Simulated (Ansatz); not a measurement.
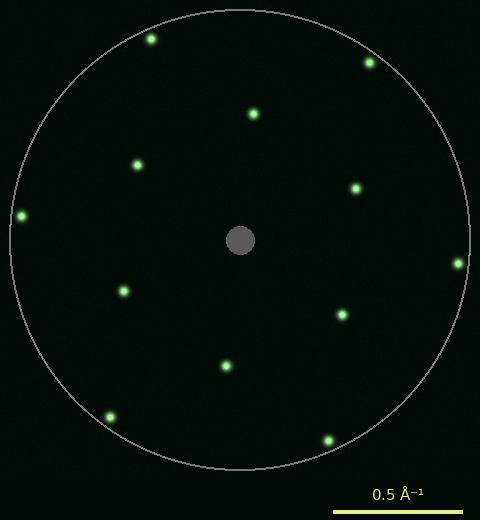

Simulated LEED pattern at 180 eV and normal incidence, from the upper face of a slab model. Spot positions follow from the surface net; brightness is a rough single-scattering estimate from the outer layers, good only for telling present from absent.

Q: Find the real-space surface cell from the pattern.

A: The spots form a hexagonal reciprocal net with shortest vectors 0.492 and 0.492 Å⁻¹ at 60.0°. The primitive real-space mesh has edges 2.35 and 2.35 Å at 60.0° (or its supplement) and area 4.8 Å².

The slab has composition Co (1 atoms a cell, 0.0 Å thick). Structure: coordinates from a relaxation with DFT PBE, scalar-relativistic, plane waves, PAW in Ansatz; the starting structure was generated, so it need not be a known form of this composition.
